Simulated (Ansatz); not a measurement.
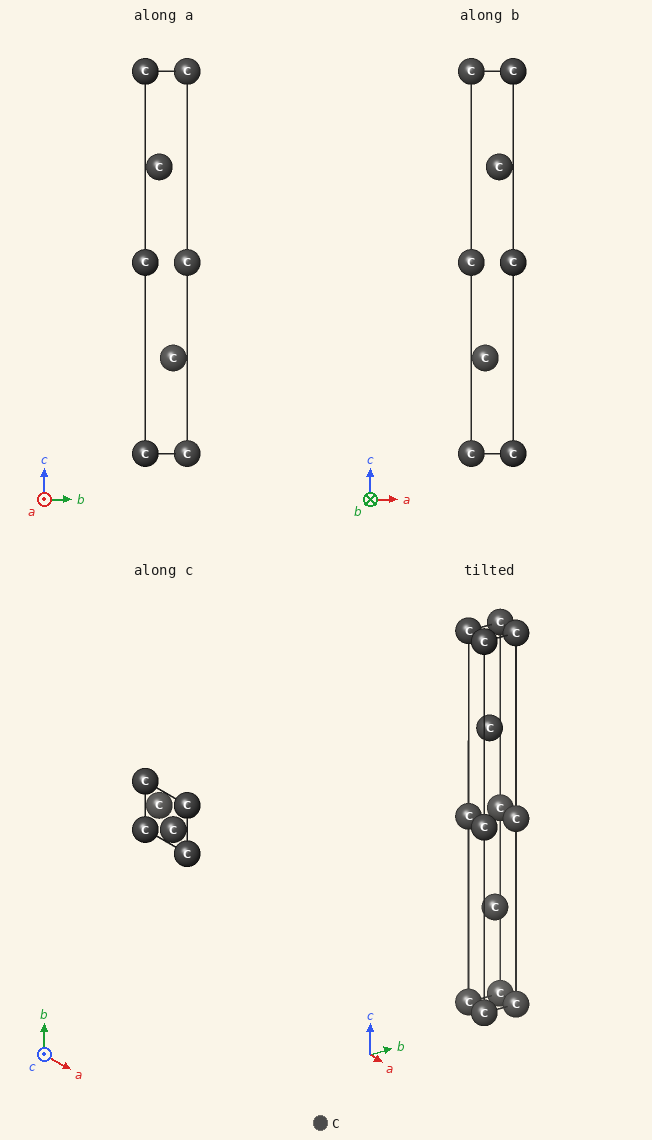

The figure gives a spheres-only picture of the atoms, viewed along the a axis, along the b axis, along the c axis and slightly off an axis. Lines trace the edges of the conventional unit cell.

Lattice parameters: a = 1.7749 Å, b = 1.7749 Å, c = 14.0360 Å, α = 90.000°, β = 90.000°, γ = 120.000°.

From the views, write a CIF with its space group and independent sites.

```cif
data_structure
_symmetry_space_group_name_H-M 'P 63/m m c'
_symmetry_Int_Tables_number 194
_cell_length_a 1.7749
_cell_length_b 1.7749
_cell_length_c 14.0360
_cell_angle_alpha 90.000
_cell_angle_beta 90.000
_cell_angle_gamma 120.000
_cell_volume 38.29
loop_
_atom_site_label
_atom_site_type_symbol
_atom_site_symmetry_multiplicity
_atom_site_Wyckoff_symbol
_atom_site_fract_x
_atom_site_fract_y
_atom_site_fract_z
_atom_site_occupancy
C1 C 2 a 0.0000 0.0000 0.0000 1
C2 C 2 c 0.3333 0.6667 0.2500 1
```

It goes back to a structure type filled with this element by a generator (whether the element takes this form wasn't checked). Earlier steps of the study may have refined or changed the cell and positions. It was run through Ansatz as a DFT input.

At this level of theory the cell isn't at rest (stretched, at -10 GPa), so its distances can differ from those at equilibrium, the more so the softer the solid.
